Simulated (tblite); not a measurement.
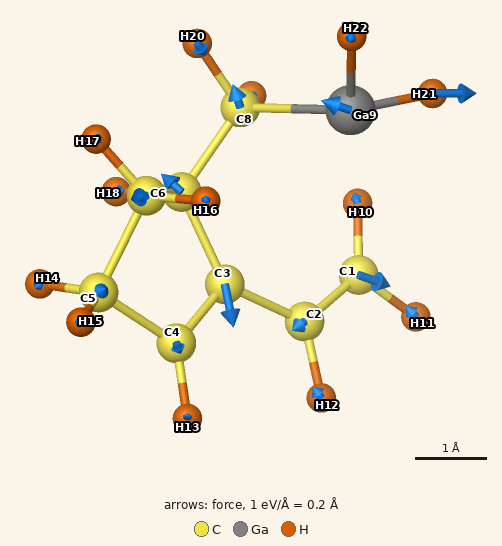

Starting geometry of C8H13Ga with the computed forces as blue arrows. A ball-and-stick model, seen at a tilt.

All numbers below come from GFN2-xTB geometry optimisation, gas phase (tblite). 

What follows when this structure is relaxed?

It isn't relaxed: the largest force vector, on an H atom, is 3.44 eV/Å. The final displacements have little in common with the starting forces (cosine between the two patterns 0.09). The largest move after the best rigid fit is that of an H atom, 2.70 Å. By element the largest moves are H 2.70 Å, C 1.27 Å, Ga 1.01 Å. Near-neighbour distances that change, for instance: C–Ga 3.606 → 2.473 Å, C–Ga 3.621 → 2.625 Å, C–Ga 3.264 → 2.954 Å, Ga–H 1.398 → 1.565 Å. Bond angles that change, for instance: C–Ga–H 107.8° → 124.8°, C–C–C 134.7° → 121.8°, C–C–C 118.4° → 108.0°. Groups turn about C–C by about 95°, C–C by about 80°, C–C by about 70°. Over 267 geometry steps the energy falls by 41.2 kcal/mol.
